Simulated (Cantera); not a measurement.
Feed: 1 mol Fe2O3, 0.58 mol CH4, 1 mol H2, equilibrated at 17.0 Pa.

These are equilibrium values from Cantera (NASA tables, ideal gas, pure condensed phases), not measurements of a reactor. Candidate condensed phases: C, C6H6, C7H8, C8H18, Fe, Fe(CO)5, FeO, Fe(OH)2, Fe(OH)3, Fe2O3, Fe3O4, H2O; 114 gas species. Mutual solubility and eutectic melting of coexisting phases are not modelled. The tables' stoichiometric FeO is somewhat more stable than real wüstite, so its field is too wide. FeO: taken at fixed stoichiometry. Rates play no part.

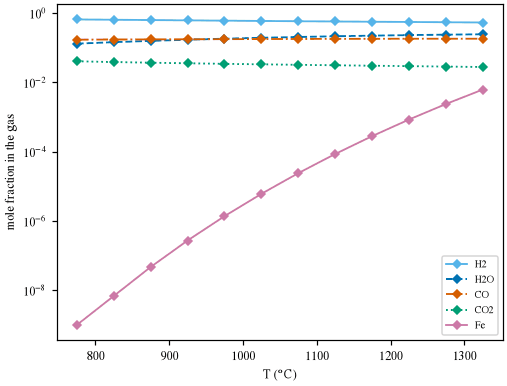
*Equilibrium gas composition (values under 1e-9 drawn at 1e-9)*

Read off the mole fractions at 825 °C.

H2 about 0.64, CO about 0.17, H2O about 0.14, CO2 about 0.039.
